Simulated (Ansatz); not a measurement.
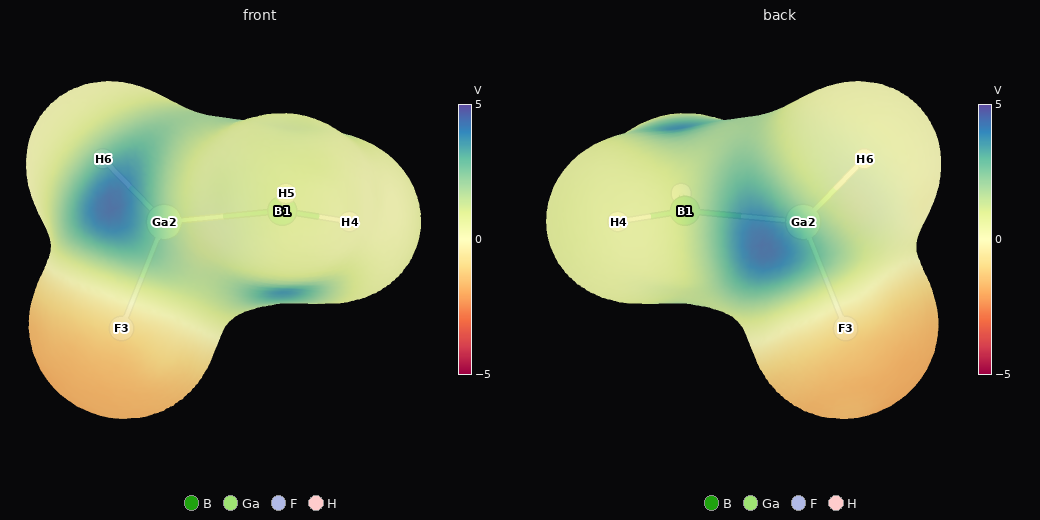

*BFGaH3 (SMILES [BH2][GaH][F]). The molecular electrostatic potential painted on the density surface at 0.004 e/bohr³, seen from the front and from behind; red is negative and blue positive.*

Geometry: PBE0-D4/def2-TZVP.

Computed with Ansatz 0.2.0, RKS PBE0-D4/def2-TZVPP.

The calculation's input:

```
crystal:
  periodic: [false, false, false]
  atoms:
    - {symbol: B, position_ang: [-0.739223, 0.444678, -0.733500]}
    - {symbol: Ga, position_ang: [0.623620, -0.247761, 0.676448]}
    - {symbol: F, position_ang: [1.146533, -1.912032, 0.373115]}
    - {symbol: H, position_ang: [-1.917411, 0.307059, -0.583882]}
    - {symbol: H, position_ang: [-0.379439, 0.997716, -1.730597]}
    - {symbol: H, position_ang: [1.307918, 0.346338, 1.952316]}
basis:
  gaussian: {orbitals: def2-TZVPP}
hamiltonian: {xc: pbe0, dispersion: d4}
output: {orbitals: {seedname: orbitals}}
```

Command:

```sh
ansatz run in.yaml --threads 2 --pin off --events-out ev --progress --plain --max-ram 4352MiB
```

Q: Describe the electrostatic potential map.

A: The most negative region (about −1.8 V, or −42 kcal/mol for a unit charge) lies over F3, the most positive (about +4.3 V, or +99 kcal/mol for a unit charge) over Ga2.
